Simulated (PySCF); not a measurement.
# SiHClF2 (SMILES F[SiH](F)Cl): levels of theory compared

Aim: a comparison of 5 runs (HF/STO-3G, HF/3-21G, PBE0/def2-SVP, B3LYP/aug-cc-pVDZ, CCSD/6-31G) of SiHClF2. Input form: a Python script.

Program for the calculation: PySCF 2.14.0.

## Step 1: The system as given

The species is SiHClF2 (5 atoms), meant as a singlet with charge 0. SMILES: `F[SiH](F)Cl`. Geometry: relaxed at PBE0-D4/def2-TZVP.

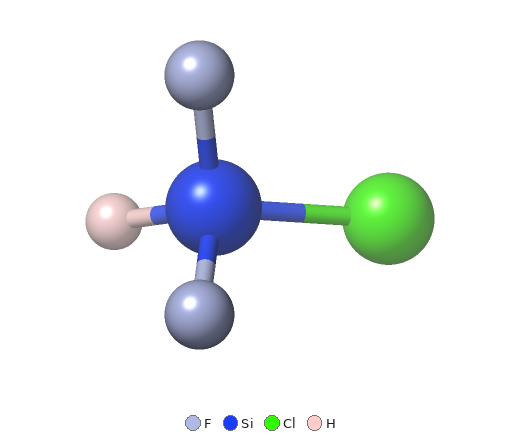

The structure, seen from a chosen angle (fluorine light blue, silicon blue, chlorine green, hydrogen pink).

## Step 2: Energy and forces at HF/STO-3G (run 1)

job.py

```python
import pyscf.grad
from pyscf import gto, scf

molecule = gto.M(
    atom=[
    ('F', (-0.339600, -0.621400, 1.420100)),
    ('Si', (0.095900, -0.000200, 0.037800)),
    ('F', (-0.033500, 1.566800, 0.156500)),
    ('Cl', (-1.157500, -0.656000, -1.401500)),
    ('H', (1.484600, -0.363000, -0.254200)),
],
    max_memory=1860,
    spin=0,
    charge=0,
    basis='sto-3g',
    verbose=3,
)

mf = scf.RHF(molecule)
mf.conv_tol = 1e-10
mf.kernel()
if not mf.converged:
    mf = mf.newton().run(mf.mo_coeff, mf.mo_occ)

energy = mf.e_tot
print('Final energy', energy)
grad = mf.Gradients().kernel()
dip = mf.dip_moment()
pop, q = mf.mulliken_pop()
```

On the command line:

```sh
$ OMP_NUM_THREADS=1 python job.py
```

Standard output:

```text
converged SCF energy = -936.93527764585
Final energy -936.9352776458502
--------------- RHF gradients ---------------
         x                y                z
0 F     0.0068229343     0.0065368796    -0.0149157260
1 Si    -0.0524718518     0.0032867255    -0.0069962597
2 F     0.0034963654    -0.0172638821    -0.0011708561
3 Cl     0.0189989897     0.0111043020     0.0238303374
4 H     0.0231535624    -0.0036640250    -0.0007474956
----------------------------------------------
Dipole moment(X, Y, Z, Debye):  2.00937,  0.25983,  0.93698
 ** Mulliken pop  **
pop of  0 F 1s            1.99911
pop of  0 F 2s            1.95695
pop of  0 F 2px           1.91086
pop of  0 F 2py           1.87245
pop of  0 F 2pz           1.58188
pop of  1 Si 1s           1.99961
pop of  1 Si 2s           1.98678
pop of  1 Si 3s           1.04977
pop of  1 Si 2px          1.96503
pop of  1 Si 2py          1.96571
pop of  1 Si 2pz          1.96420
pop of  1 Si 3px          0.74499
pop of  1 Si 3py          0.57104
pop of  1 Si 3pz          0.57407
pop of  2 F 1s            1.99911
pop of  2 F 2s            1.95695
pop of  2 F 2px           1.93972
pop of  2 F 2py           1.49792
pop of  2 F 2pz           1.92755
pop of  3 Cl 1s           1.99997
pop of  3 Cl 2s           1.99897
pop of  3 Cl 3s           1.98316
pop of  3 Cl 2px          1.99626
pop of  3 Cl 2py          1.99854
pop of  3 Cl 2pz          1.99522
pop of  3 Cl 3px          1.78302
pop of  3 Cl 3py          1.91832
pop of  3 Cl 3pz          1.72469
pop of  4 H 1s            1.13815
 ** Mulliken atomic charges  **
charge of    0F =     -0.32125
charge of    1Si =      1.17880
charge of    2F =     -0.32125
charge of    3Cl =     -0.39815
charge of    4H =     -0.13815
```

Wall time 3.6 s (1 thread of Intel Xeon at 2.50GHz (Skylake/Cascade Lake), shared host); peak memory 0.12 GiB.

## Step 3: Energy and forces at HF/3-21G (run 2)

input.xyz

```xyz
5
ClF2HSi
F     -0.339600    -0.621400     1.420100
Si     0.095900    -0.000200     0.037800
F     -0.033500     1.566800     0.156500
Cl    -1.157500    -0.656000    -1.401500
H      1.484600    -0.363000    -0.254200
```

input.py

```python
from pyscf import gto, scf

molecule = gto.Mole()
molecule.atom = 'input.xyz'
molecule.spin = 0
molecule.max_memory = 1860
molecule.basis = '3-21g'
molecule.verbose = 4
molecule.build()

hf = scf.RHF(molecule)
hf.conv_tol = 1e-10
hf.kernel()
if not hf.converged:
    hf = hf.newton().run(hf.mo_coeff, hf.mo_occ)

energy = hf.e_tot
print('E = %.10f Eh' % energy)
grad = hf.nuc_grad_method().kernel()
dip = hf.dip_moment()
pop, q = hf.mulliken_pop()
```

On the command line:

```sh
$ OMP_NUM_THREADS=1 python input.py
```

Standard output:

```text
PySCF version 2.14.0

[INPUT] num. atoms = 5
[INPUT] num. electrons = 50
[INPUT] charge = 0
[INPUT] spin (= nelec alpha-beta = 2S) = 0
[INPUT] symmetry False subgroup None
[INPUT] Mole.unit = angstrom
[INPUT] Symbol           X                Y                Z      unit          X                Y                Z       unit  Magmom
[INPUT]  1 F     -0.339600000000  -0.621400000000   1.420100000000 AA   -0.641750991902  -1.174275813805   2.683600069495 Bohr   0.0
[INPUT]  2 Si     0.095900000000  -0.000200000000   0.037800000000 AA    0.181224735346  -0.000377945225   0.071431647509 Bohr   0.0
[INPUT]  3 F     -0.033500000000   1.566800000000   0.156500000000 AA   -0.063305825173   2.960822891969   0.295742138494 Bohr   0.0
[INPUT]  4 Cl    -1.157500000000  -0.656000000000  -1.401500000000 AA   -2.187357989184  -1.239660337715  -2.648451163578 Bohr   0.0
[INPUT]  5 H      1.484600000000  -0.363000000000  -0.254200000000 AA    2.805487404529  -0.685970583217  -0.480368380864 Bohr   0.0

[... 44 lines left out ...]
converged SCF energy = -943.237885869043
[... 12 lines left out ...]
Dipole moment(X, Y, Z, Debye):  2.10391, -0.35476, -0.10440
[... 13 lines left out ...]
pop of  1 Si 4s           0.13041
pop of  1 Si 2px          1.95874
pop of  1 Si 2py          1.95492
pop of  1 Si 2pz          1.95513
pop of  1 Si 3px          0.56806
pop of  1 Si 3py          0.37311
pop of  1 Si 3pz          0.41213
pop of  1 Si 4px          0.11144
pop of  1 Si 4py          0.06637
pop of  1 Si 4pz          0.06580
pop of  2 F 1s            1.98469
pop of  2 F 2s            0.43977
pop of  2 F 3s            1.54350
pop of  2 F 2px           0.86345
pop of  2 F 2py           0.74472
pop of  2 F 2pz           0.85865
pop of  2 F 3px           1.05218
pop of  2 F 3py           0.95649
pop of  2 F 3pz           1.05525
pop of  3 Cl 1s           1.99861
pop of  3 Cl 2s           1.95920
pop of  3 Cl 3s           1.11265
pop of  3 Cl 4s           0.94322
pop of  3 Cl 2px          1.96845
pop of  3 Cl 2py          1.97017
pop of  3 Cl 2pz          1.96761
pop of  3 Cl 3px          1.01090
pop of  3 Cl 3py          1.05513
pop of  3 Cl 3pz          0.98674
pop of  3 Cl 4px          0.81281
pop of  3 Cl 4py          0.88552
pop of  3 Cl 4pz          0.80298
pop of  4 H 1s            0.43454
pop of  4 H 2s            0.79077
 ** Mulliken atomic charges  **
charge of    0F =     -0.49870
charge of    1Si =      1.69669
charge of    2F =     -0.49870
charge of    3Cl =     -0.47397
charge of    4H =     -0.22531
```

It took 3.3 s on 1 thread of Intel Xeon at 2.50GHz (Skylake/Cascade Lake), shared host; peak memory 0.12 GiB.

Runs 3 to 4 aren't shown in full; the table further down has their settings and results.

## Step 4: The energy at CCSD/6-31G (run 5)

input.xyz: that of step 3 with these lines changed.

```diff
@@ -1,3 +1,3 @@
 5
-ClF2HSi
+
 F     -0.339600    -0.621400     1.420100
```

job.py

```python
# F[SiH](F)Cl
from pyscf import gto, cc

mol = gto.M(
    atom='input.xyz',
    spin=0,
    max_memory=1860,
    verbose=4,
    basis='6-31g',
)

mf = mol.RHF()
mf.conv_tol = 1e-10
mf.kernel()
if not mf.converged:
    mf = mf.newton().run(mf.mo_coeff, mf.mo_occ)

mycc = cc.CCSD(mf, frozen=12)
mycc.kernel()
e_final = mycc.e_tot
print('Final energy', e_final)
dip = mf.dip_moment()
pop, q = mf.mulliken_pop()
```

On the command line:

```sh
$ OMP_NUM_THREADS=1 python job.py
```

Standard output:

```text
PySCF version 2.14.0

[INPUT] num. atoms = 5
[INPUT] num. electrons = 50
[INPUT] charge = 0
[INPUT] spin (= nelec alpha-beta = 2S) = 0
[INPUT] symmetry False subgroup None
[INPUT] Mole.unit = angstrom
[INPUT] Symbol           X                Y                Z      unit          X                Y                Z       unit  Magmom
[INPUT]  1 F     -0.339600000000  -0.621400000000   1.420100000000 AA   -0.641750991902  -1.174275813805   2.683600069495 Bohr   0.0
[INPUT]  2 Si     0.095900000000  -0.000200000000   0.037800000000 AA    0.181224735346  -0.000377945225   0.071431647509 Bohr   0.0
[INPUT]  3 F     -0.033500000000   1.566800000000   0.156500000000 AA   -0.063305825173   2.960822891969   0.295742138494 Bohr   0.0
[INPUT]  4 Cl    -1.157500000000  -0.656000000000  -1.401500000000 AA   -2.187357989184  -1.239660337715  -2.648451163578 Bohr   0.0
[INPUT]  5 H      1.484600000000  -0.363000000000  -0.254200000000 AA    2.805487404529  -0.685970583217  -0.480368380864 Bohr   0.0

[... 46 lines left out ...]
converged SCF energy = -947.869281726445
[... 12 lines left out ...]
Init t2, MP2 energy = -948.20511524666  E_corr(MP2) -0.335833520215009
[... 11 lines left out ...]
CCSD converged
[... 1 line left out ...]
Final energy -948.2138662583388
Dipole moment(X, Y, Z, Debye):  2.19799, -0.70084, -0.68096
[... 13 lines left out ...]
pop of  1 Si 4s          -0.02281
pop of  1 Si 2px          1.99285
pop of  1 Si 2py          1.99209
pop of  1 Si 2pz          1.99196
pop of  1 Si 3px          0.67228
pop of  1 Si 3py          0.35974
pop of  1 Si 3pz          0.41949
pop of  1 Si 4px          0.00061
pop of  1 Si 4py          0.01733
pop of  1 Si 4pz          0.01027
pop of  2 F 1s            1.99782
pop of  2 F 2s            0.92121
pop of  2 F 3s            1.06730
pop of  2 F 2px           1.14931
pop of  2 F 2py           1.01277
pop of  2 F 2pz           1.14202
pop of  2 F 3px           0.78797
pop of  2 F 3py           0.69474
pop of  2 F 3pz           0.79220
pop of  3 Cl 1s           1.99971
pop of  3 Cl 2s           1.99841
pop of  3 Cl 3s           1.36000
pop of  3 Cl 4s           0.63156
pop of  3 Cl 2px          1.99377
pop of  3 Cl 2py          1.99433
pop of  3 Cl 2pz          1.99344
pop of  3 Cl 3px          1.20121
pop of  3 Cl 3py          1.25792
pop of  3 Cl 3pz          1.16766
pop of  3 Cl 4px          0.56561
pop of  3 Cl 4py          0.64253
pop of  3 Cl 4pz          0.54249
pop of  4 H 1s            0.50941
pop of  4 H 2s            0.65698
 ** Mulliken atomic charges  **
charge of    0F =     -0.56533
charge of    1Si =      1.64570
charge of    2F =     -0.56534
charge of    3Cl =     -0.34865
charge of    4H =     -0.16639
```

Run time: 5.1 s. Hardware: 1 thread of Intel Xeon at 2.50GHz (Skylake/Cascade Lake), shared host; peak memory 0.14 GiB.

## Step 5: All runs side by side

```csv
run,level,integration grid,task,energy (Eh),dipole moment (D) of the reference,HOMO energy (eV),LUMO energy (eV),wall time
1,HF/STO-3G,–,gradient,-936.935278,2.23,-10.86,9.45,3.6 s
2,HF/3-21G,–,gradient,-943.237886,2.14,-13.62,4.42,3.3 s
3,PBE0/def2-SVP,5,gradient,-949.289770,1.21,-9.87,1.25,31 s
4,B3LYP/aug-cc-pVDZ,5,gradient,-950.205632,1.27,-9.76,-0.18,70 s
5,CCSD/6-31G,–,energy,-948.213866,2.41,-13.76,3.80,5.1 s
```

## Step 6: What came out

| quantity | value |
| --- | --- |
| run 5: total energy | -948.21387 Eh |
| run 5: dipole moment (Hartree–Fock density) | 2.41 D |
| run 5: HOMO energy (Hartree–Fock orbitals) | -13.76 eV |
| run 5: LUMO energy (Hartree–Fock orbitals) | 3.80 eV |
| run 5: HOMO–LUMO gap (Hartree–Fock orbitals) | 17.55 eV |
| run 5: correlation energy (12 core orbitals frozen) | -344.6 mEh |
| run 5: T1 diagnostic | 0.012 |

Over runs 1, 2, 3, 4 the dipole moment (its size) runs from 1.21 D (PBE0/def2-SVP) to 2.23 D (HF/STO-3G). The two ends differ in method and basis. Over runs 1, 2, 3, 4 the HOMO–LUMO gap runs from 9.58 eV (B3LYP/aug-cc-pVDZ) to 20.31 eV (HF/STO-3G). Totals of different functionals can't be ranked against each other. In run 1 the basis is minimal, so the values are rough. All runs together took 1.9 min, the longest 70 s.
